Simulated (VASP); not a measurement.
## A VASP study of MoSeO (RPBE): structure first, properties next

Aim: relax MoSeO, then compute properties on the relaxed cell. The steps: rough relaxation of the start cell, relaxing cell and atoms (RPBE), second relaxation and single point with fields (RPBE). The cell is invented: it takes the structure of a Materials Project entry for MoSe2 (space group 160 there), with some of its atoms replaced by other elements, volume scaled by an estimate. It may not be a known or stable phase.

Calculated with VASP 6.6.1; RPBE; plane waves and PAW (Mo_sv, Se, O); invented cell.

## 1. The structure

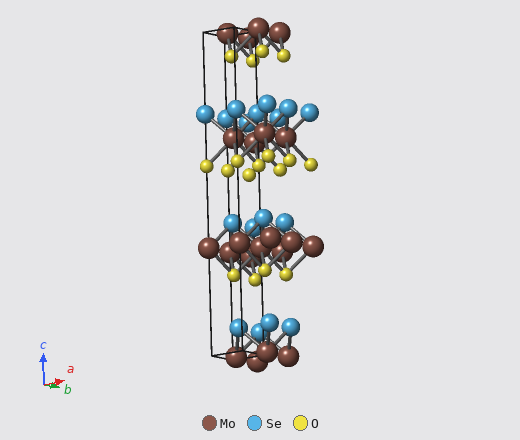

The cell as given, from a free direction (molybdenum brown, selenium blue, oxygen yellow). 2×2×1 cells are drawn. This picture shows the conventional cell, with its axes. Bonds to atoms that aren't drawn are left out. Some periodic images of atoms are drawn too.

## 2. Rough relaxation of the start cell

The start is only an estimate, so a cheap relaxation brings it near a minimum before any careful run. RPBE by itself binds more weakly than PBE and expands cells.

File INCAR:

```
SYSTEM = MoSeO
PREC = Normal
ENCUT = 520
EDIFF = 1E-05
NELM = 60
ISMEAR = -1
SIGMA = 0.05
LREAL = .FALSE.
ALGO = Fast
GGA = RP
NBANDS = 19
LORBIT = 11
LWAVE = .FALSE.
LCHARG = .FALSE.
IBRION = 2
NSW = 40
ISIF = 3
EDIFFG = -0.04
```

File POSCAR:

```
MoSeO
1.0
    1.4939700000      0.8625440000      6.1734280000
   -1.4939700000      0.8625440000      6.1734280000
    0.0000000000     -1.7250880000      6.1734280000
Mo Se O
1 1 1
Direct
    0.6667599600      0.6667599600      0.6667599600
    0.2530624500      0.2530624500      0.2530624500
    0.4138445900      0.4138445900      0.4138445900
```

File KPOINTS:

```
Automatic mesh
0
Gamma
6 6 6
0 0 0
```

The projector-augmented-wave data sets are Mo_sv, Se and O (PBE family, release 64).

Run with:

```
> mpirun -np 1 vasp_std
```

Output:

```text
[banner, memory and clock lines left out]
running    1 mpi-ranks, on    1 nodes
 distrk:  each k-point on    1 cores,    1 groups
 distr:  one band on    1 cores,    1 groups

 POSCAR found type information on POSCAR MoSeO
 POSCAR found :  3 types and       3 ions
|                                                                             |
|               ----> ADVICE to this user running VASP <----                  |
|                                                                             |
|     You enforced a specific xc type in the INCAR file but a different       |
|     [... a line on the potential file left out ...]
|     I HOPE YOU KNOW WHAT YOU ARE DOING!                                     |
|                                                                             |

 LDA part: xc-table for (Slater+PW92), standard interpolation
 POSCAR, INCAR and KPOINTS ok, starting setup
 FFT: planning ... GRIDC
 FFT: planning ... GRID_SOFT
 FFT: planning ... GRID
 WAVECAR not read
 entering main loop
       N       E                     dE             d eps       ncg     rms          rms(c)
DAV:   1     0.216625801520E+03    0.21663E+03   -0.15682E+04  1240   0.132E+03
DAV:   2    -0.142057042437E+02   -0.23083E+03   -0.22624E+03  1503   0.362E+02
DAV:   3    -0.222317522161E+02   -0.80260E+01   -0.79595E+01  1401   0.661E+01
DAV:   4    -0.222987908983E+02   -0.67039E-01   -0.67009E-01  1407   0.649E+00
DAV:   5    -0.222993257221E+02   -0.53482E-03   -0.53480E-03  1404   0.577E-01    0.269E+01
RMM:   6    -0.213682947402E+02    0.93103E+00   -0.89827E+00  1217   0.186E+01    0.127E+01
RMM:   7    -0.201319492914E+02    0.12363E+01   -0.32662E+00  1216   0.115E+01    0.919E+00
RMM:   8    -0.195880819520E+02    0.54387E+00   -0.40681E-01  1216   0.484E+00    0.128E+00
RMM:   9    -0.195849724759E+02    0.31095E-02   -0.70716E-02  1218   0.159E+00    0.847E-01
RMM:  10    -0.195840984745E+02    0.87400E-03   -0.17942E-02  1216   0.104E+00    0.392E-01
RMM:  11    -0.195824156357E+02    0.16828E-02   -0.17603E-03  1218   0.333E-01    0.885E-02
RMM:  12    -0.195824438296E+02   -0.28194E-04   -0.76518E-04  1217   0.191E-01    0.169E-02
RMM:  13    -0.195824619087E+02   -0.18079E-04   -0.12437E-04  1107   0.693E-02    0.318E-02
RMM:  14    -0.195824576264E+02    0.42823E-05   -0.22695E-05   895   0.371E-02
   1 F= -.19582458E+02 E0= -.19582457E+02  d E =-.195825E+02
 curvature:   0.00 expect dE= 0.000E+00 dE for cont linesearch  0.000E+00
 trial: gam= 0.00000 g(F)=  0.107E+02 g(S)=  0.241E+01 ort = 0.000E+00 (trialstep = 0.100E+01)
 search vector abs. value=  0.131E+02
 bond charge predicted
       N       E                     dE             d eps       ncg     rms          rms(c)
DAV:   1    -0.569916169102E+01    0.13883E+02   -0.21374E+03  1294   0.404E+02    0.323E+01
RMM:   2    -0.213262198296E+02   -0.15627E+02   -0.25611E+02  1276   0.112E+02    0.175E+01
RMM:   3    -0.202406745609E+02    0.10855E+01   -0.30482E+01  1262   0.358E+01    0.130E+01
RMM:   4    -0.189943121894E+02    0.12464E+01   -0.53745E+00  1238   0.169E+01    0.111E+01
RMM:   5    -0.185166245812E+02    0.47769E+00   -0.25887E+00  1234   0.108E+01    0.398E+00
RMM:   6    -0.184588284559E+02    0.57796E-01   -0.73087E-01  1272   0.589E+00    0.221E+00
RMM:   7    -0.184692157161E+02   -0.10387E-01   -0.78570E-02  1248   0.191E+00    0.102E+00
RMM:   8    -0.184812718726E+02   -0.12056E-01   -0.24243E-02  1234   0.132E+00    0.435E-01
RMM:   9    -0.184796986815E+02    0.15732E-02   -0.63660E-03  1258   0.550E-01    0.270E-01
RMM:  10    -0.184789861767E+02    0.71250E-03   -0.19321E-03  1252   0.305E-01    0.926E-02
RMM:  11    -0.184789431567E+02    0.43020E-04   -0.29082E-04  1242   0.128E-01    0.359E-02
RMM:  12    -0.184789310049E+02    0.12152E-04   -0.67576E-05  1103   0.617E-02    0.915E-03
RMM:  13    -0.184789321253E+02   -0.11204E-05   -0.12769E-05   845   0.260E-02
   2 F= -.18478932E+02 E0= -.18468176E+02  d E =0.110353E+01
[... from here on, the cycles between the ionic steps are left out ...]
   3 F= -.19604247E+02 E0= -.19598912E+02  d E =-.217893E-01
   4 F= -.20594812E+02 E0= -.20592932E+02  d E =-.101235E+01
   5 F= -.21357527E+02 E0= -.21357527E+02  d E =-.177507E+01
   6 F= -.21357888E+02 E0= -.21357888E+02  d E =-.177543E+01
   7 F= -.21392823E+02 E0= -.21392647E+02  d E =-.349355E-01
   8 F= -.21521378E+02 E0= -.21521375E+02  d E =-.163490E+00
   9 F= -.21521483E+02 E0= -.21521479E+02  d E =-.163595E+00
  10 F= -.21529127E+02 E0= -.21529117E+02  d E =-.764405E-02
  11 F= -.21529165E+02 E0= -.21529155E+02  d E =-.768236E-02
  12 F= -.21529106E+02 E0= -.21529094E+02  d E =-.762290E-02
  13 F= -.21529163E+02 E0= -.21529152E+02  d E =-.767980E-02
  14 F= -.21531047E+02 E0= -.21531035E+02  d E =-.188469E-02
  15 F= -.21535113E+02 E0= -.21535096E+02  d E =-.595032E-02
  16 F= -.21535895E+02 E0= -.21535858E+02  d E =-.673223E-02
  17 F= -.21536707E+02 E0= -.21536679E+02  d E =-.754479E-02
  18 F= -.21537357E+02 E0= -.21537330E+02  d E =-.649497E-03
  19 F= -.21539192E+02 E0= -.21539167E+02  d E =-.248462E-02
  20 F= -.21542392E+02 E0= -.21542370E+02  d E =-.568462E-02
  21 F= -.21547015E+02 E0= -.21546998E+02  d E =-.103080E-01
  22 F= -.21549900E+02 E0= -.21549889E+02  d E =-.131929E-01
  23 F= -.21549953E+02 E0= -.21549940E+02  d E =-.132455E-01
  24 F= -.21551473E+02 E0= -.21551463E+02  d E =-.152040E-02
  25 F= -.21551884E+02 E0= -.21551876E+02  d E =-.193083E-02
  26 F= -.21551908E+02 E0= -.21551900E+02  d E =-.195483E-02
  27 F= -.21551825E+02 E0= -.21551817E+02  d E =-.187233E-02
  28 F= -.21551906E+02 E0= -.21551898E+02  d E =-.195330E-02
  29 F= -.21551913E+02 E0= -.21551905E+02  d E =-.195986E-02
  30 F= -.21551913E+02 E0= -.21551905E+02  d E =-.195990E-02
 curvature:  -1.70 expect dE=-0.191E-02 dE for cont linesearch -0.166E-04
 ZBRENT: accuracy reached
 trial: gam= 0.29346 g(F)=  0.574E-03 g(S)=  0.551E-03 ort = 0.645E-03 (trialstep = 0.363E+00)
 search vector abs. value=  0.517E-02
 bond charge predicted
       N       E                     dE             d eps       ncg     rms          rms(c)
DAV:   1    -0.215547340469E+02   -0.28163E-02   -0.12910E-01  1222   0.305E+00    0.305E-01
RMM:   2    -0.215529504015E+02    0.17836E-02   -0.57142E-03  1235   0.585E-01    0.205E-01
RMM:   3    -0.215522893195E+02    0.66108E-03   -0.92547E-04  1216   0.234E-01    0.738E-02
RMM:   4    -0.215521121149E+02    0.17720E-03   -0.48961E-04  1216   0.161E-01    0.296E-02
RMM:   5    -0.215521101972E+02    0.19177E-05   -0.75860E-05  1176   0.690E-02
  31 F= -.21552110E+02 E0= -.21552103E+02  d E =-.197522E-03
 trial-energy change:   -0.000198  1 .order   -0.000319   -0.000477   -0.000161
 step:   0.5474(harm=  0.5474)  dis= 0.00258  next Energy=   -21.552272 (dE=-0.360E-03)
 reached required accuracy - stopping structural energy minimisation
```

It took 10 min on 1 MPI rank of AMD EPYC 7R43, shared host; peak memory 0.2 GiB.

Lines that name or quote the potential files are left out of all logs, and their timing lines are given in words.

Parts of OUTCAR (step 2):

```text
ion  position               nearest neighbor table
   1  0.667  0.667  0.667-   2 2.28   2 2.28   2 2.28   3 2.28   3 2.28   3 2.28
   2  0.253  0.253  0.253-   1 2.28   1 2.28   1 2.28
   3  0.414  0.414  0.414-   1 2.28   1 2.28   1 2.28

  LATTYP: Found a trigonal (rhomboedric) cell.
 ALAT       =     6.4099252557
 COS(alpha) =     0.8913554785

 Subroutine GETGRP returns: Found  6 space group operations
 (whereof  6 operations were pure point group operations)

The static configuration has the point symmetry C_3v.

 Found     32 irreducible k-points:

   k-points           NKPTS =     32   k-points in BZ     NKDIM =     32   number of bands    NBANDS=     19

   dimension x,y,z NGX =    36 NGY =   36 NGZ =   36
   dimension x,y,z NGXF=    72 NGYF=   72 NGZF=   72

   ENCUT  =  520.0 eV  38.22 Ry    6.18 a.u.  11.92 11.92 11.92*2*pi/ulx,y,z

   NELECT =      26.0000    total number of electrons

 k-points in reciprocal lattice and weights: Automatic mesh
   0.00000000  0.00000000  0.00000000       0.005
   0.16666667 -0.00000000 -0.00000000       0.028
   0.33333333 -0.00000000  0.00000000       0.028
   0.50000000 -0.00000000  0.00000000       0.014
   0.16666667  0.16666667 -0.00000000       0.028
   0.33333333  0.16666667  0.00000000       0.056
   0.50000000  0.16666667 -0.00000000       0.056
  -0.33333333  0.16666667  0.00000000       0.056
  -0.16666667  0.16666667  0.00000000       0.028
[...]
-0.33333333  0.50000000  0.33333333       0.028
   0.50000000  0.50000000  0.50000000       0.005

 average (electrostatic) potential at core
       1 -77.4440       2 -53.8336       3 -70.8351

 E-fermi :   5.7359

 k-point     1 :       0.0000    0.0000    0.0000
  band No.  band energies     occupation
    ...
      9       0.4576      2.00000
     10       2.1706      2.00000
     11       3.6569      2.00000
     12       3.6569      2.00000
     13       5.1329      1.99999
     14       7.2410      0.00000
     15       7.2410      0.00000
     16       8.2328      0.00000
     17       8.2328      0.00000
     18       9.3479      0.00000
    ...

 k-point     2 :       0.1667   -0.0000   -0.0000
  band No.  band energies     occupation
    ...
      9       0.6190      2.00000
     10       2.0841      2.00000
     11       2.8956      2.00000
     12       3.4061      2.00000
     13       4.7465      2.00000
     14       6.8719      0.00000
     15       7.3044      0.00000
     16       7.4743      0.00000
     17       8.2931      0.00000
     18      10.3243      0.00000
    ...

 k-point     3 :       0.3333   -0.0000    0.0000
  band No.  band energies     occupation
    ...
      9       0.6786      2.00000
     10       0.7026      2.00000
     11       2.5413      2.00000
     12       3.4179      2.00000
     13       4.0119      2.00000
     14       6.6177      0.00000
     15       7.0885      0.00000
     16       7.9963      0.00000
     17       8.7802      0.00000
     18      11.8394      0.00000
    ...

  Total        0.0494072      0.0494072      0.0639327      0.0000000      0.0000000      0.0000000
  in kB        1.4457507      1.4457508      1.8707961      0.0000000      0.0000000      0.0000000
  external PRESSURE =       1.5874325 kB  Pullay stress =       0.0000000 kB

  energy-cutoff  :      520.00
  volume of cell :       54.75
      direct lattice vectors                 reciprocal lattice vectors
     1.541806379  0.890162348  6.649010957     0.324294935  0.187231764  0.050132769
    -1.541806379  0.890162348  6.649010957    -0.324294935  0.187231764  0.050132769
    -0.000000000 -1.780324696  6.649010957     0.000000000 -0.374463528  0.050132769

 POSITION                                       TOTAL-FORCE (eV/Angst)
 -----------------------------------------------------------------------------------
     -0.00000      0.00000     13.51282        -0.000000      0.000000      0.024611
     -0.00000      0.00000      5.08966         0.000000     -0.000000     -0.007554
     -0.00000      0.00000      8.00022         0.000000     -0.000000     -0.017058
 -----------------------------------------------------------------------------------
    total drift:                               -0.000000      0.000001     -0.018798

  FREE ENERGIE OF THE ION-ELECTRON SYSTEM (eV)
  ---------------------------------------------------
  free  energy   TOTEN  =       -21.5521101972 eV

  energy  without entropy=      -21.5520955298  energy(sigma->0) =      -21.55210286

 reached required accuracy - stopping structural energy minimisation

 total charge
# of ion       s       p       d       tot
------------------------------------------
    1        2.270   6.207   3.827  12.304
    2        1.490   2.331   0.074   3.895
    3        1.586   3.376   0.000   4.962
--------------------------------------------------
tot          5.345  11.914   3.901  21.161

[... 3 further parts left out ...]
```

CONTCAR:

```
MoSeO
   1.00000000000000
     1.5418063789828400    0.8901623480027008    6.6490109573690690
    -1.5418063789828400    0.8901623480027008    6.6490109573690690
    -0.0000000000000000   -1.7803246960054016    6.6490109573690690
  Mo              Se              O
     1     1     1
Direct
     0.6774353213112790    0.6774353213112790    0.6774353213112790
     0.2551585668586673    0.2551585668586673    0.2551585668586673
     0.4010731118300522    0.4010731118300522    0.4010731118300522
```

This run has no spin polarisation, although Mo can carry a moment. The gap is read on the k-mesh alone, so it is an upper bound where the band edges lie off the mesh. The bonds form layers, held to each other by dispersion, which RPBE lacks, so the spacing between them is unreliable. LASPH is off, so gradient terms of the non-spherical density inside the spheres are left out; for open d or f shells this can shift gaps and moments. This relaxation is a rough one on cheap settings, only to bring the start near its minimum. The PAW data sets were made with PBE, which is usual practice but a small mismatch for other functionals. After so large a change of volume the plane waves of the start cell no longer fit, so the final stress carries a basis-set error. The run keeps the 6 symmetry operations of its start, so it cannot find a distortion of lower symmetry.

The steps of the relaxation (22 of 31):

```tsv
step	energy less that of the first step (eV)	largest force (eV/Å)	pressure (GPa)	volume (Å³)
1	0.0000	11.9650	23.48	47.73
2	1.1035	2.6759	-16.76	65.70
4	-1.0124	3.4729	-16.20	57.00
5	-1.7751	2.1050	-7.63	52.23
7	-1.8104	1.9159	10.41	47.91
8	-1.9389	0.2876	1.00	49.79
10	-1.9467	0.1201	0.13	50.37
11	-1.9467	0.1200	0.13	50.40
12	-1.9466	0.1156	0.02	50.48
14	-1.9486	0.0867	0.20	50.58
15	-1.9527	0.1725	0.52	51.04
17	-1.9542	0.3680	0.87	51.63
18	-1.9549	0.3608	0.85	51.70
20	-1.9599	0.2892	0.42	52.35
21	-1.9646	0.1932	-0.20	53.20
22	-1.9674	0.0872	-1.18	54.93
24	-1.9690	0.0357	-0.40	54.63
25	-1.9694	0.0945	0.23	54.68
27	-1.9694	0.0565	-0.13	54.65
28	-1.9694	0.0732	0.09	54.66
30	-1.9695	0.0851	0.21	54.67
31	-1.9697	0.0246	0.16	54.75
```

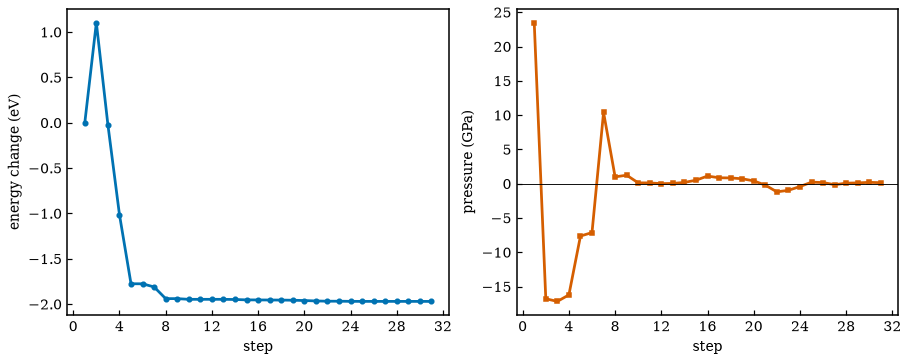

Energy and pressure along the relaxation.

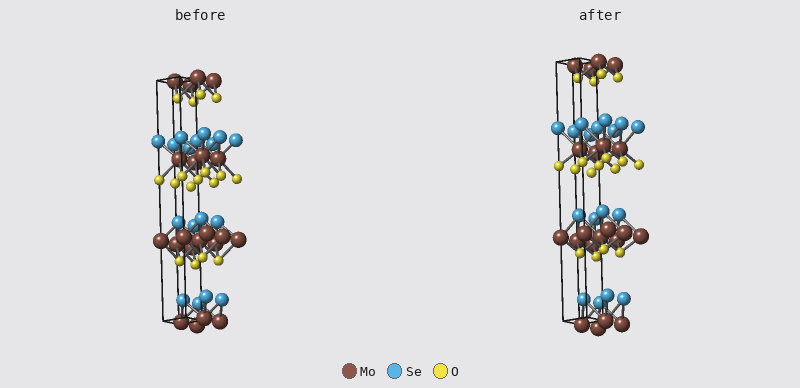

The structure before and after the relaxation, drawn at the same scale. Bonds to atoms that aren't drawn are left out.

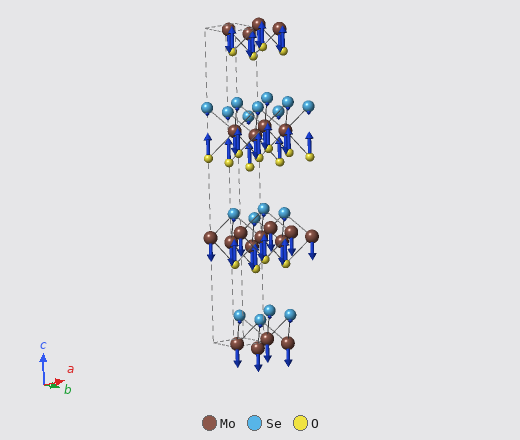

Displacements in the relaxation, exaggerated, measured against the changing cell; the longest in the cell stands for 0.25 Å. Bonds to atoms that aren't drawn are left out. 2×2×1 conventional cells are drawn. Some periodic images of atoms are drawn too.

```tsv
conventional cell, symmetrised	before	after	change
a (Å)	2.988	3.084	+3.2 %
b (Å)	2.988	3.084	+3.2 %
c (Å)	18.520	19.947	+7.7 %
volume (Å³/atom)	15.91	18.25	+14.7 %
```

The atoms that moved most (Å, as changes of fractional coordinates times the final cell):

```tsv
atom	dx	dy	dz	length
O3	0.000	0.000	-0.255	0.255
Mo1	0.000	0.000	0.213	0.213
Se2	0.000	0.000	0.042	0.042
```

The relaxed structure:

```xyz
3
Lattice="1.5418 0.8902 6.6490 -1.5418 0.8902 6.6490 0.0000 -1.7803 6.6490" Properties=species:S:1:pos:R:3 pbc="T T T"
Mo    0.0000    0.0000   13.5128
Se    0.0000    0.0000    5.0897
O     0.0000    0.0000    8.0002
```

This step gave:

```
electrons                       : 26
bands                           : 19
irreducible k-points            : 32
symmetry operations             : 6
free energy (TOTEN)             : -21.55 eV
Fermi energy                    : 5.736 eV
pressure                        : 0.1587 GPa
metallic                        : no
valence top at k                : 0.5, 0.5, 0.5
conduction bottom at k          : -0.3333, 0.3333, 0
least direct gap at k           : 0.5, 0.5, 0.5
SCF cycles over all ionic steps : 215
gap on the k-mesh               : 0.7879 eV
least direct gap on the k-mesh  : 1.848 eV
```

It ends with a largest force of 0.025 eV/Å and a pressure of 0.16 GPa.

(Part 1 of 3 ends here.)

[Lines on the potential files, build, host, timing and source positions are cut from VASP's logs without a mark.]

[Logs are printed without paths, hosts, clocks, repeated set-up lines and the standing remarks that a program may print on its own settings, such as how far it seeks lower states.]

[Hosts, paths, dates, database ids (printed as entryN), source tags and the programs' standing remarks are cut or masked in the printed files.]

[A measured line is paired with the nearest computed mode of its activity, which favours agreement.]
